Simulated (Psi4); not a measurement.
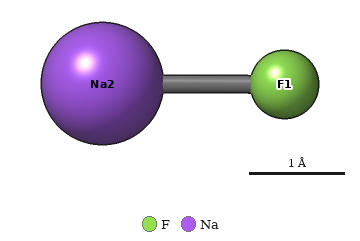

The structure as given in the input (ball-and-stick view, seen on its broad side; atoms are numbered from 1 in the order of the input). Sticks mark near contacts. Bond lengths as drawn: F–Na 1.92 Å.

**Single-point calculation of NaF (part 1 of 2)**

NaF, computed with CCSD(T)/CBS, RHF (Psi4 1.11).

The geometry comes from this level: PBE0-D4/def2-TZVP.

**Output**
```
Psi4 1.11 release

   => Loading Basis Set <=

    Name: JUN-CC-PVDZ
    Role: ORBITAL
    Keyword: BASIS

         ---------------------------------------------------------
                                   SCF
                              RHF Reference
                        1 Threads,   1525 MiB Core
         ---------------------------------------------------------

  ==> Geometry <==

    Molecular point group: c2v
    Full point group: C_inf_v

    Geometry (in Bohr), charge = 0, multiplicity = 1:

       Center              X                  Y                   Z               Mass
    ------------   -----------------  -----------------  -----------------  -----------------
         F            0.000000000000     0.000000000000    -1.988829474165    18.998403162730
         NA           0.000000000000    -0.000000000000     1.643539076388    22.989769282000

  Running in c2v symmetry.

  Rotational constants: A = ************  B =      0.43862  C =      0.43862 [cm^-1]
  Rotational constants: A = ************  B =  13149.53453  C =  13149.53453 [MHz]
  Nuclear repulsion =   27.254943605581587

  Charge       = 0
  Multiplicity = 1
  Electrons    = 20
  Nalpha       = 10
  Nbeta        = 10

  ==> Algorithm <==

  SCF Algorithm Type is DF.
  DIIS enabled.
  MOM disabled.
  Fractional occupation disabled.
  Guess Type is SAD.
  Energy threshold   = 1.00e-08
  Density threshold  = 1.00e-07
  Integral threshold = 1.00e-12

  ==> Primary Basis <==

  Basis Set: JUN-CC-PVDZ
    Blend: JUN-CC-PVDZ
    Number of shells: 18
    Number of basis functions: 40
    Number of Cartesian functions: 42
    Spherical Harmonics?: true
    Max angular momentum: 2

   => Loading Basis Set <=

    Name: (JUN-CC-PVDZ AUX)
    Role: JKFIT
    Keyword: DF_BASIS_SCF

  ==> Integral Setup <==

  DFHelper Memory: AOs need 0.003 GiB; user supplied 1.118 GiB.
  SCF_SUBTYPE=INCORE selected. In-core MEM_DF algorithm will be used.
  Using in-core AOs.

  ==> MemDFJK: Density-Fitted J/K Matrices <==

    J tasked:                   Yes
    K tasked:                   Yes
    wK tasked:                   No
    Memory [MiB]:              1144
    Algorithm:                 Core
    Schwarz Cutoff:           1E-12
    Mask sparsity (%):       0.0000
    Fitting Condition:        1E-10

   => Auxiliary Basis Set <=

  Basis Set: (JUN-CC-PVDZ AUX)
    Blend: DEF2-UNIVERSAL-JKFIT + JUN-CC-PVDZ-JKFIT
    Number of shells: 61
    Number of basis functions: 191
    Number of Cartesian functions: 228
    Spherical Harmonics?: true
    Max angular momentum: 4

  Minimum eigenvalue in the overlap matrix is 1.1390177936E-03.
  Reciprocal condition number of the overlap matrix is 3.1532204877E-04.
    Using symmetric orthogonalization.

  ==> Pre-Iterations <==

  SCF Guess: Superposition of Atomic Densities via on-the-fly atomic UHF (no occupation information).

   -------------------------
    Irrep   Nso     Nmo
   -------------------------
     A1        20      20
     A2         2       2
     B1         9       9
     B2         9       9
   -------------------------
    Total      40      40
   -------------------------

  ==> Iterations <==

                           Total Energy        Delta E     RMS |[F,P]|

   @DF-RHF iter SAD:  -260.59727773204969   -2.60597e+02   0.00000e+00
   @DF-RHF iter   1:  -261.23382441997086   -6.36547e-01   2.20649e-02 ADIIS/DIIS
   @DF-RHF iter   2:  -261.28076461983608   -4.69402e-02   1.82318e-02 ADIIS/DIIS
   @DF-RHF iter   3:  -261.33792222831477   -5.71576e-02   6.07795e-04 ADIIS/DIIS
   @DF-RHF iter   4:  -261.33805862752541   -1.36399e-04   1.45990e-04 ADIIS/DIIS
   @DF-RHF iter   5:  -261.33806405538252   -5.42786e-06   1.40581e-05 DIIS
   @DF-RHF iter   6:  -261.33806425439201   -1.99009e-07   2.38595e-06 DIIS
   @DF-RHF iter   7:  -261.33806425883063   -4.43862e-09   2.66197e-07 DIIS
   @DF-RHF iter   8:  -261.33806425887559   -4.49631e-11   2.70698e-08 DIIS
  Energy and wave function converged.

  ==> Post-Iterations <==

    Orbital Energies [Eh]
    ---------------------

    Doubly Occupied:

       1A1   -40.473190     2A1   -26.080944     3A1    -2.797865
       4A1    -1.522842     1B1    -1.520731     1B2    -1.520731
       5A1    -1.326075     6A1    -0.438004     2B2    -0.425873
       2B1    -0.425873

    Virtual:

       7A1    -0.017169     3B1     0.011492     3B2     0.011492
       8A1     0.014178     9A1     0.029514     4B2     0.046599
       4B1     0.046599    10A1     0.077412    11A1     0.139628
       5B2     0.167654     5B1     0.167654    12A1     0.221974
      13A1     0.256715     1A2     0.256715     6B2     0.323049
       6B1     0.323049    14A1     0.392533     7B2     0.393115
       7B1     0.393115    15A1     0.444916    16A1     1.005260
       8B2     1.854873     8B1     1.854873    17A1     1.881550
      18A1     2.787802    19A1     4.183504    20A1     4.194827
       2A2     4.194827     9B2     4.197883     9B1     4.197883

    Final Occupation by Irrep:
             A1    A2    B1    B2
    DOCC [     6,    0,    2,    2 ]
    NA   [     6,    0,    2,    2 ]
    NB   [     6,    0,    2,    2 ]

  @DF-RHF Final Energy:  -261.33806425887559

   => Energetics <=

    Nuclear Repulsion Energy =             27.2549436055815875
    One-Electron Energy =                -424.1217585741748053
    Two-Electron Energy =                 135.5287507097175990
    Total Energy =                       -261.3380642588755904

Computation Completed

Properties will be evaluated at   0.000000,   0.000000,   0.000000 [a0]

Properties computed using the SCF density matrix

 Multipole Moments:

 ------------------------------------------------------------------------------------
     Multipole            Electronic (a.u.)      Nuclear  (a.u.)        Total (a.u.)
 ------------------------------------------------------------------------------------

 L = 1.  Multiply by 2.5417464519 to convert [e a0] to [Debye]
 Dipole X            :          0.0000000           -0.0000000           -0.0000000
 Dipole Y            :          0.0000000            0.0000000            0.0000000
 Dipole Z            :          3.2638452            0.1794646            3.4433098
 Magnitude           :                                                    3.4433098

 ------------------------------------------------------------------------------------

	total time  =          0 seconds =       0.00 minutes
 MINTS: Wrapper to libmints.

   Calculation information:
      Number of threads:                 1
      Number of atoms:                   2
      Number of AO shells:              18
      Number of SO shells:              18
      Number of primitives:             81
      Number of atomic orbitals:        42
      Number of basis functions:        40

      Number of irreps:                  4
      Integral cutoff                 1.00e-12
      Number of functions per irrep: [  20    2    9    9 ]

 OEINTS: Overlap, kinetic, potential, dipole, and quadrupole integrals
         stored in file 35.

      Computing two-electron integrals...done
      Computed 80193 non-zero two-electron integrals.
        Stored in file 33.

	Wfn Parameters:
	--------------------
	Wavefunction         = CCSD_T
	Number of irreps     = 4
	Number of MOs        = 40
	Number of active MOs = 34
	AO-Basis             = NONE
	Semicanonical        = false
	Reference            = RHF
	Print Level          = 1

	IRREP	# MOs	# FZDC	# DOCC	# SOCC	# VIRT	# FZVR
	-----	-----	------	------	------	------	------
	 A1	   20	    4	    2	    0	    14	    0
	 A2	   2	    0	    0	    0	    2	    0
	 B1	   9	    1	    1	    0	    7	    0
	 B2	   9	    1	    1	    0	    7	    0
	Transforming integrals...
	IWL integrals will be deleted.
	(OO|OO)...
	Presorting SO-basis two-electron integrals.
	Sorting File: SO Ints (nn|nn) nbuckets = 1
	Constructing frozen core operators
	Starting first half-transformation.
	Sorting half-transformed integrals.
	First half integral transformation complete.
	Starting second half-transformation.
	Two-electron integral transformation complete.
	(OO|OV)...
	Starting second half-transformation.
	Two-electron integral transformation complete.
	(OO|VV)...
	Starting second half-transformation.
	Two-electron integral transformation complete.
	(OV|OO)...
	Starting first half-transformation.
	Sorting half-transformed integrals.
	First half integral transformation complete.
	Starting second half-transformation.
	Two-electron integral transformation complete.
	(OV|OV)...
	Starting second half-transformation.
	Two-electron integral transformation complete.
	(OV|VV)...
	Starting second half-transformation.
	Two-electron integral transformation complete.
	(VV|OO)...
	Starting first half-transformation.
	Sorting half-transformed integrals.
	First half integral transformation complete.
	Starting second half-transformation.
	Two-electron integral transformation complete.
	(VV|OV)...
	Starting second half-transformation.
	Two-electron integral transformation complete.
	(VV|VV)...
	Starting second half-transformation.
	Two-electron integral transformation complete.
	Frozen core energy     =   -262.64681786213634

	Size of irrep 0 of <ab|cd> integrals:      0.089 (MW) /      0.710 (MB)
	Size of irrep 1 of <ab|cd> integrals:      0.024 (MW) /      0.190 (MB)
	Size of irrep 2 of <ab|cd> integrals:      0.050 (MW) /      0.401 (MB)
	Size of irrep 3 of <ab|cd> integrals:      0.050 (MW) /      0.401 (MB)
	Total:                                     0.213 (MW) /      1.703 (MB)

	Size of irrep 0 of <ia|bc> integrals:      0.013 (MW) /      0.100 (MB)
	Size of irrep 1 of <ia|bc> integrals:      0.003 (MW) /      0.022 (MB)
	Size of irrep 2 of <ia|bc> integrals:      0.007 (MW) /      0.054 (MB)
	Size of irrep 3 of <ia|bc> integrals:      0.007 (MW) /      0.054 (MB)
	Total:                                     0.029 (MW) /      0.230 (MB)

	Size of irrep 0 of tijab amplitudes:       0.002 (MW) /      0.014 (MB)
	Size of irrep 1 of tijab amplitudes:       0.000 (MW) /      0.002 (MB)
	Size of irrep 2 of tijab amplitudes:       0.001 (MW) /      0.007 (MB)
	Size of irrep 3 of tijab amplitudes:       0.001 (MW) /      0.007 (MB)
	Total:                                     0.004 (MW) /      0.031 (MB)

	Nuclear Rep. energy          =     27.25494360558159
	SCF energy                   =   -261.33806425887559
	One-electron energy          =    -46.66077125713824
	Two-electron energy          =     20.71454354520974
	Reference energy             =   -261.33810196848327

	total time  =          0 seconds =       0.00 minutes
            **************************
            *                        *
            *        CCENERGY        *
            *                        *
            **************************

    Nuclear Rep. energy (wfn)     =   27.254943605581587
    SCF energy          (wfn)     = -261.338064258875590
    Reference energy    (file100) = -261.338101968483272

    Input parameters:
    -----------------
    Wave function   =     CCSD_T
    Reference wfn   =     RHF
    Brueckner       =     No
    Memory (Mbytes) =     1600.0
    Maxiter         =     80
    R_Convergence   =     1.0e-07
    E_Convergence   =     1.0e-06
    Restart         =     Yes
    DIIS            =     Yes
    AO Basis        =     NONE
    ABCD            =     NEW
    Cache Level     =     1
    Cache Type      =     LOW
    Print Level     =     1
    Num. of threads =     1
    # Amps to Print =     10
    Print MP2 Amps? =     No
    Analyze T2 Amps =     No
    Print Pair Ener =     No
    Local CC        =     No
    SCS-MP2         =     False
    SCSN-MP2        =     False
    SCS-CCSD        =     False

MP2 correlation energy -0.2104353653771197
                Solving CC Amplitude Equations
                ------------------------------
  Iter             Energy              RMS        T1Diag      D1Diag    New D1Diag    D2Diag
  ----     ---------------------    ---------   ----------  ----------  ----------   --------
     0        -0.210435365377120    0.000e+00    0.000000    0.000000    0.000000    0.102383
     1        -0.202877895091227    5.804e-02    0.018310    0.029656    0.029656    0.097881
     2        -0.207829701031653    2.417e-02    0.016339    0.026435    0.026435    0.103578
     3        -0.209404618920264    1.026e-02    0.019820    0.032023    0.032023    0.106154
     4        -0.209538203018618    3.573e-03    0.021062    0.034096    0.034096    0.106790
     5        -0.209415127262725    1.488e-03    0.021300    0.034722    0.034722    0.106781
     6        -0.209389980628908    7.597e-04    0.021443    0.035157    0.035157    0.106766
     7        -0.209401288523334    3.267e-04    0.021525    0.035428    0.035428    0.106759
     8        -0.209403817459143    1.272e-04    0.021541    0.035512    0.035512    0.106754
     9        -0.209402607209090    5.428e-05    0.021543    0.035551    0.035551    0.106750
    10        -0.209403772724956    2.442e-05    0.021541    0.035561    0.035561    0.106750
    11        -0.209403652680000    1.189e-05    0.021542    0.035573    0.035573    0.106750
    12        -0.209403441763757    4.425e-06    0.021542    0.035573    0.035573    0.106750
    13        -0.209403449857690    1.759e-06    0.021542    0.035575    0.035575    0.106750
    14        -0.209403414178523    6.560e-07    0.021542    0.035575    0.035575    0.106750
    15        -0.209403406298255    2.690e-07    0.021542    0.035575    0.035575    0.106750
    16        -0.209403404573224    1.086e-07    0.021542    0.035575    0.035575    0.106750
    17        -0.209403403370075    4.845e-08    0.021542    0.035575    0.035575    0.106750

    Iterations converged.

    Largest TIA Amplitudes:
              2  19        -0.0249143804
              3  26        -0.0249143804
              1   5        -0.0189827715
              1   8        -0.0168470617
              1   0         0.0167290534
              2  17        -0.0154937814
              3  24        -0.0154937814
              2  20        -0.0132741942
              3  27        -0.0132741942
              1   1         0.0093303956

    Largest TIjAb Amplitudes:
      2   2  21  21        -0.0365801591
      3   3  28  28        -0.0365801591
      1   1  10  10        -0.0359362484
      2   3  21  28        -0.0252758971
      3   2  28  21        -0.0252758971
      1   2  10  21        -0.0251171406
      2   1  21  10        -0.0251171406
      1   3  10  28        -0.0251171406
      3   1  28  10        -0.0251171406
      2   2  19  19        -0.0225595667

    SCF energy       (wfn)                    = -261.338064258875590
    Reference energy (file100)                = -261.338101968483272

    Opposite-spin MP2 correlation energy      =   -0.151918467392679
    Same-spin MP2 correlation energy          =   -0.058516897984441
    Singles MP2 correlation energy            =   -0.000000000000000
    MP2 correlation energy                    =   -0.210435365377120
      * MP2 total energy                      = -261.548537333860395

    Opposite-spin CCSD correlation energy     =   -0.159296974450483
    Same-spin CCSD correlation energy         =   -0.050106428919592
    Singles CCSD correlation energy           =    0.000000000000000
    CCSD correlation energy                   =   -0.209403403370075
      * CCSD total energy                     = -261.547505371853333
```
